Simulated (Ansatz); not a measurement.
**ClF3Si···HBr: density, localisation and related maps**

The calculation's input:

```
crystal:
  periodic: [false, false, false]
  atoms:
    - { symbol: Si, position_ang: [-0.832154, 0.286517, -0.452002] }
    - { symbol: Br, position_ang: [1.986633, -1.609112, 0.780834] }
    - { symbol: F, position_ang: [0.012796, -0.315846, -1.658992] }
    - { symbol: F, position_ang: [-2.111564, 1.026414, -1.060984] }
    - { symbol: F, position_ang: [-1.33696, -0.869626, 0.520349] }
    - { symbol: H, position_ang: [1.987568, -0.212911, 1.257575] }
    - { symbol: Cl, position_ang: [0.293681, 1.694664, 0.61322] }
basis:
  gaussian: { orbitals: def2-SVP }
hamiltonian:
  xc: b3lyp
  dispersion: d4
relax:
  f_tol: 0.03
  max_steps: 50
output:
  orbitals: {}
```

Launched as:

```sh
ansatz run input.yaml --threads 2 --pin off --max-ram 3072MiB --backend cpu --events-out ev --progress --plain --runs-dir out
```

The fields are those of the run's last geometry, not of the input's.

Theory: RKS B3LYP-D4/def2-SVP (Ansatz).

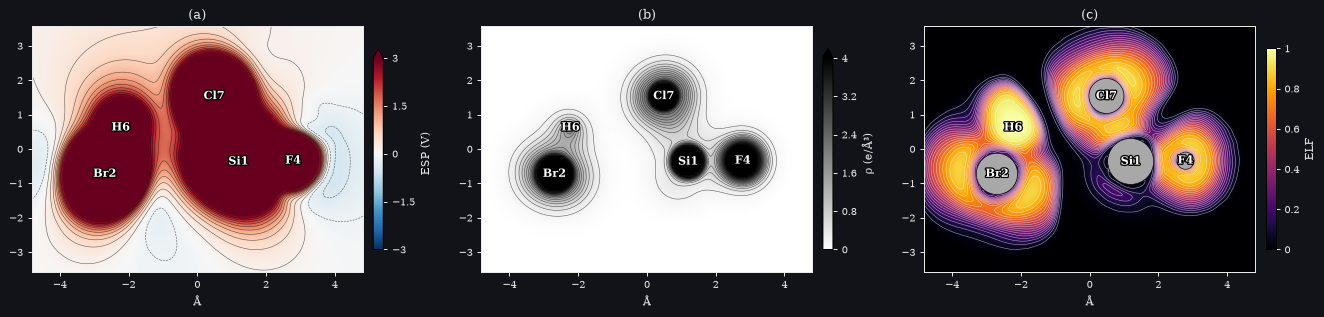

Figure 1. (a) electrostatic potential; (b) total electron density; (c) electron localisation function on the plane of atoms F4, Si1 and Cl7. Grey discs cover the atomic cores in the ELF map.

Q: What do the fields say about this system?

A: The plane passes through Si, Br, F, H and Cl nuclei. Cl7···H6 (2.87 Å): the density falls to about 0.05 e/Å³ on the way; the ELF dips to about 0 between them (a weak contact between the two molecules). Si–F (1.60 Å): ρ at the midpoint is about 1.1 e/Å³; the ELF peaks at about 0.85 in the valence shell of F, 0.6 Å from its nucleus, and is about 0.50 at the midpoint. Si–Cl (2.03 Å): the density is about 0.93 e/Å³ at the midpoint; the ELF peaks at about 0.90 between the atoms (a shared but strongly polarised pair). Br–H (1.43 Å): ρ at the midpoint is about 1.6 e/Å³; the ELF climbs to about 1 towards the hydrogen, as it does in any bond to H. The ELF also peaks beside F4, Br2 and Cl7, away from the bonds: lone-pair regions. Outside the dense part of the complex the potential is most negative (−0.5 V) near F4.

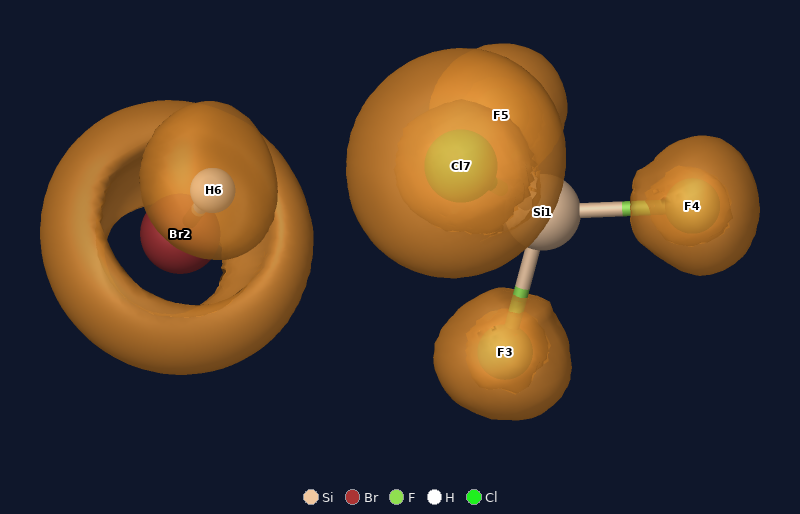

Figure 2. Isosurface of the electron localisation function at 0.8 (orange), seen from one side. Core shells and regions of very low density are left out.

Q: Where are the electrons localised?

A: The ELF exceeds this value in one region around a hydrogen nucleus, one region on Cl in which the atom's valence shell and bonds are merged, one ring or bowl of non-bonding electrons around Br and three regions wrapped around F (its lone pairs, merged into a ring or cap).


 Si–F (1.59 Å): the ELF peaks at about 0.85 in the valence shell of F, 0.6 Å from its nucleus, and is about 0.45 at the midpoint.

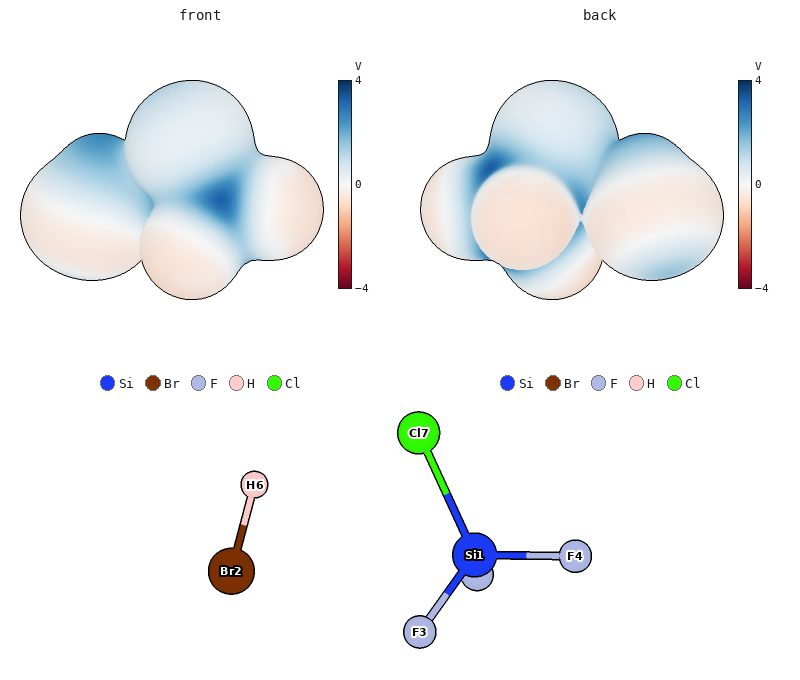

Figure 3. The electrostatic potential painted on the density surface at 0.004 e/bohr³, seen from the front and from behind; the colour scale runs from red (negative) to blue (positive). The bare structure is drawn below in the same view.

Q: Which sites attract a positive test charge, and which a negative one?

A: A positive charge is drawn to the negative regions and a negative charge to the positive ones. The most negative region (about −0.6 V) lies over F3 and F5, the most positive (about +3.1 V) over Si1. Br2 shows a σ-hole: about +1.4 V at the tip opposite its bond, against about −0.3 V on its flanks.
